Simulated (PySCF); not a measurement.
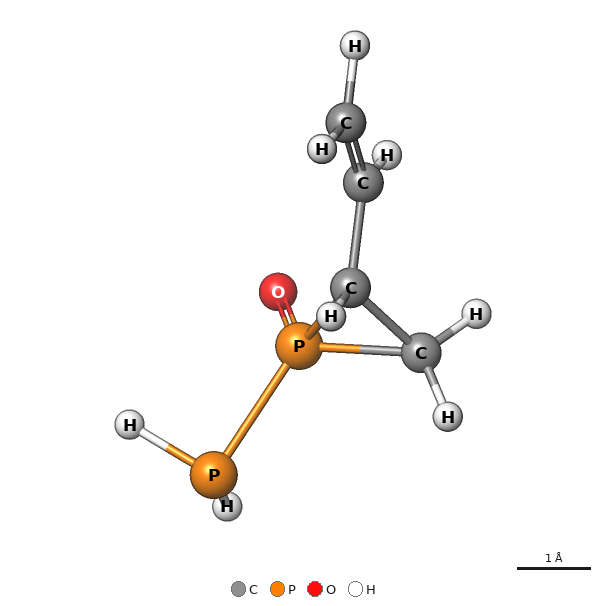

A ball-and-stick model of a molecule.

The geometry was computed by an optimisation with GFN2-xTB. No frequency run is at hand to confirm it as a minimum.

> What is the molecular formula?

C₄H₈OP₂, 15 atoms: 4 carbon, 8 hydrogen, 1 oxygen and 2 phosphorus.

> Count the bonded pairs by element.

6 C–H, 3 C–C, 2 C–P, 2 P–H, 1 O–P, 1 P–P.

The parts below concern this one geometry. Atoms keep their numbers from picture to picture.

### Symmetry

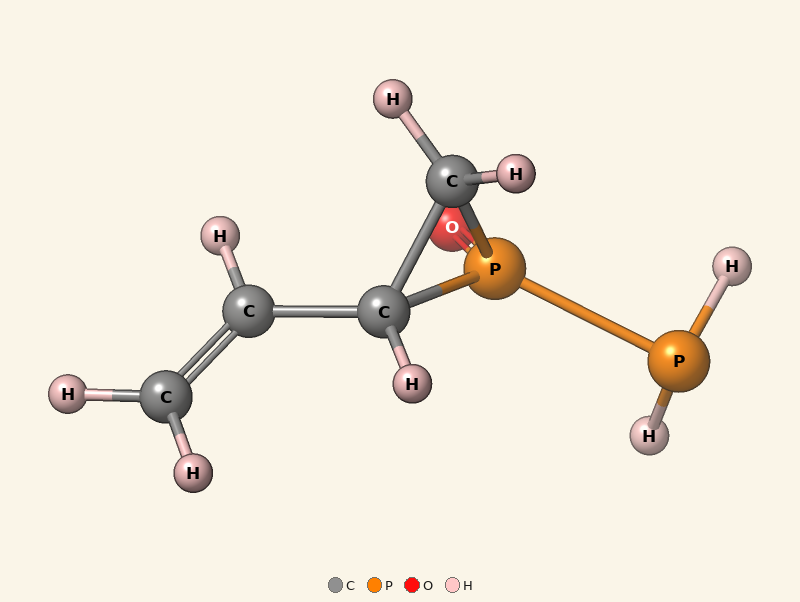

Atoms fade into the background with distance from the viewer. No frequency run is at hand to confirm it as a minimum.

> List the symmetry elements and name the point group.

It has no symmetry element but the identity, so the point group is C1. The group has 1 operation. The geometry is chiral, and symmetry allows a dipole moment.

### Polarisability

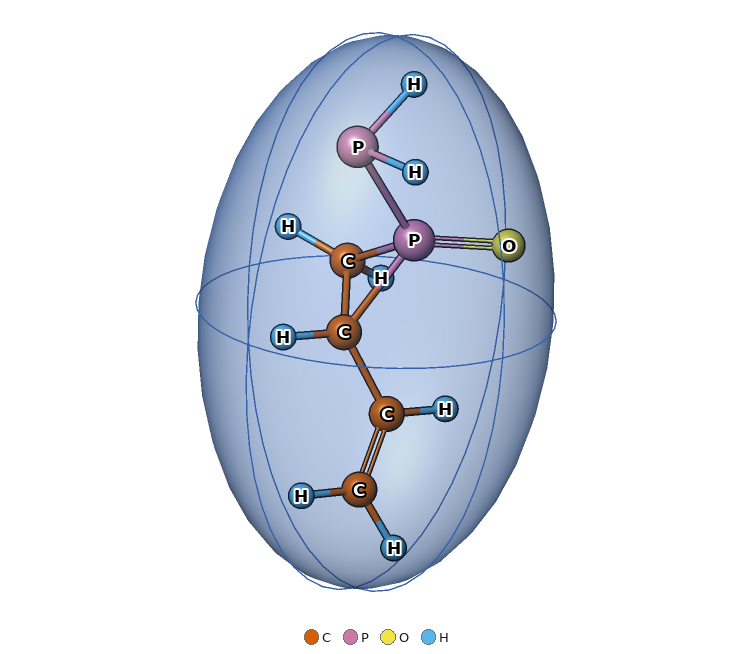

The ellipsoid shows the static dipole polarisability: its half-axes are proportional to the principal values. No frequency run is at hand to confirm it as a minimum. Computed with PBE0/def2-SVPD (PySCF 2.14.0).

> Give the principal values, the mean and the anisotropy.

Principal values 84.6, 89.4, 139.8 bohr³; mean 104.6 bohr³ (15.50 Å³); anisotropy 53.0 bohr³, so the longest axis is 1.65 times the shortest.

### Quadrupole coupling

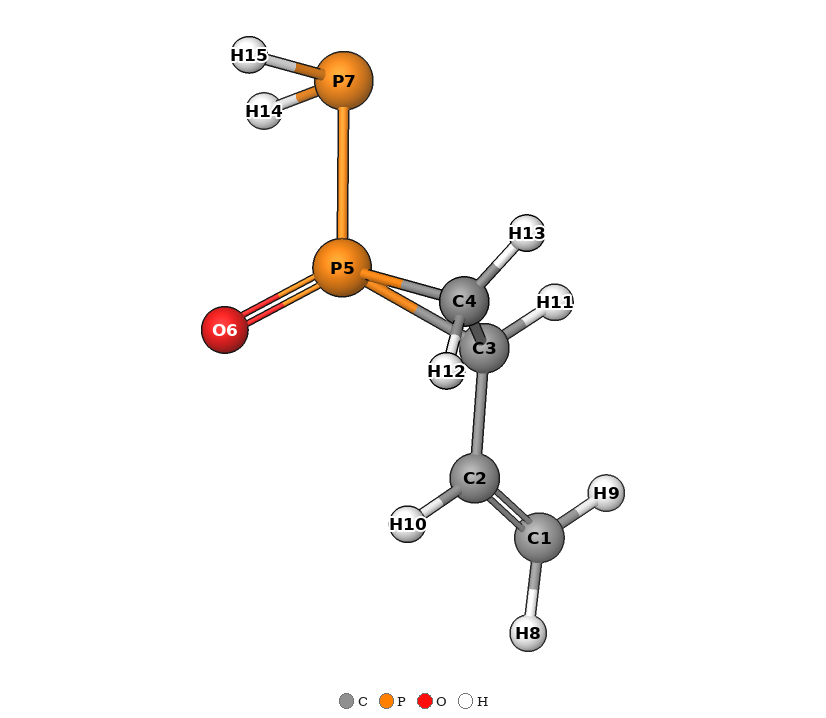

No frequency run is at hand to confirm it as a minimum. Electric field gradients from the ground-state density, PBE0/pcSseg-1 (PySCF 2.14.0), non-relativistic apart from any core potentials.

Give the largest field-gradient component, the quadrupole coupling constant and the asymmetry for 17O at O6 (Q = −25.6 mb), 2H at H8 (Q = 2.86 mb), 2H at H9 (Q = 2.86 mb), 2H at H10 (Q = 2.86 mb), 2H at H11 (Q = 2.86 mb).

```csv
atom,V_zz (a.u.),e²qQ/h (MHz),η
O6,0.952,−5.73,0.09
H8,0.340,0.229,0.05
H9,0.336,0.226,0.06
H10,0.317,0.213,0.08
H11,0.321,0.216,0.08
```

### NMR shielding

The questions are on isotropic NMR shieldings of the P atoms. No frequency run is at hand to confirm it as a minimum. Properties computed with GIAO PBE0/pcSseg-1 NMR shielding, non-relativistic, gas phase (PySCF 2.14.0).

List the isotropic NMR shieldings of the P atoms.

| atom | σ (ppm) |
| --- | --- |
| P5 | 393.8 |
| P7 | 496.3 |

The geometry is semi-empirical. Around P such bond lengths and angles can be off by a tenth of an ångström or more and by several degrees, and values that hang on the shape move with them.
